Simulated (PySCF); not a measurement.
## Electronic structure of C4H6F2O2Si in real space

```tsv
atom	x (Å)	y (Å)	z (Å)
C	2.6611	-0.2138	-0.5164
C	1.4333	0.1500	-0.1849
O	0.8501	1.2786	-0.6594
Si	-0.6869	1.5463	-0.1620
C	-0.6735	-0.1345	0.7866
C	-1.5895	-1.1860	0.1768
F	-1.5802	-1.1208	-1.1790
F	-2.8716	-0.9549	0.5501
O	0.6712	-0.5737	0.6823
H	3.2432	0.3917	-1.1804
H	3.0843	-1.1147	-0.1206
H	-1.5705	1.5743	-1.3091
H	-0.7321	2.6558	0.7808
H	-0.9221	-0.0761	1.8507
H	-1.3212	-2.2143	0.4626
```

Geometry: GFN2-xTB.

The calculation used CAM-B3LYP/def2-SVPD, SCF density, gas phase in PySCF.

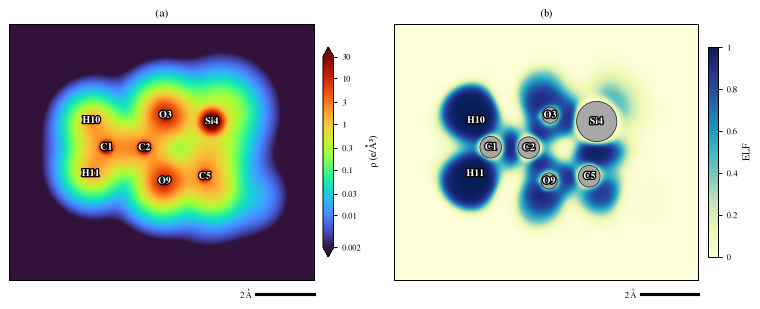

Figure 1. (a) total electron density; (b) ELF on the plane of atoms H10, C1 and H11. Grey discs cover the atomic cores in the ELF map.

> What do the fields say about this system?

Atoms in the plane: C, O, Si and H.
C–C (1.32 Å): ρ is about 2.4 e/Å³ halfway; the ELF peaks at about 0.95 between the atoms (a short, multiple covalent bond).
C–O (1.36 Å): ρ at the midpoint is about 2.3 e/Å³, with its minimum of 1.9 e/Å³ about 0.5 Å from C; the ELF peaks at about 0.90 between the atoms (a shared but strongly polarised pair).
Si–O (1.64 Å): the density is about 1.1 e/Å³ at the midpoint; the ELF peaks at about 0.90 between the atoms; a shared but strongly polarised pair.
C–Si (1.93 Å): ρ is about 0.92 e/Å³ halfway; the ELF peaks at about 1 between the atoms, as expected for a covalent bond.
C–H (1.07 Å): the density is about 2 e/Å³ at the midpoint; the ELF climbs to about 1 towards the hydrogen, as it does in any bond to H: a covalent bond by its length.
The ELF also peaks beside O9 and O3, away from the bonds: lone-pair regions.

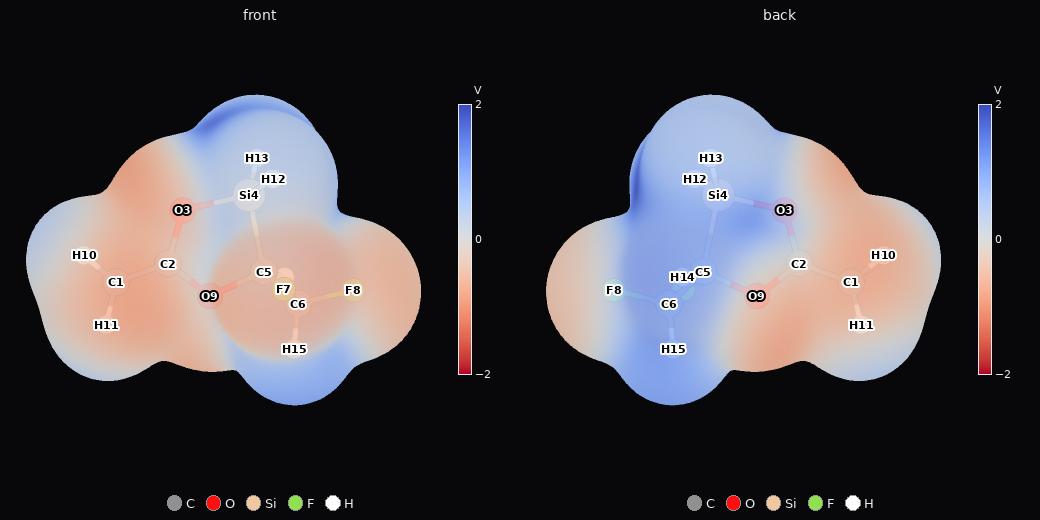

Figure 2. The molecular electrostatic potential painted on the density surface at 0.001 e/bohr³, seen from the front and from behind; red is negative and blue positive.

> Describe the electrostatic potential map.

The most negative region (about −0.8 V) lies over C1 and O3, the most positive (about +1.6 V) over Si4.

> What dipole moment does the calculation give?

Its dipole moment is 1.85 D.
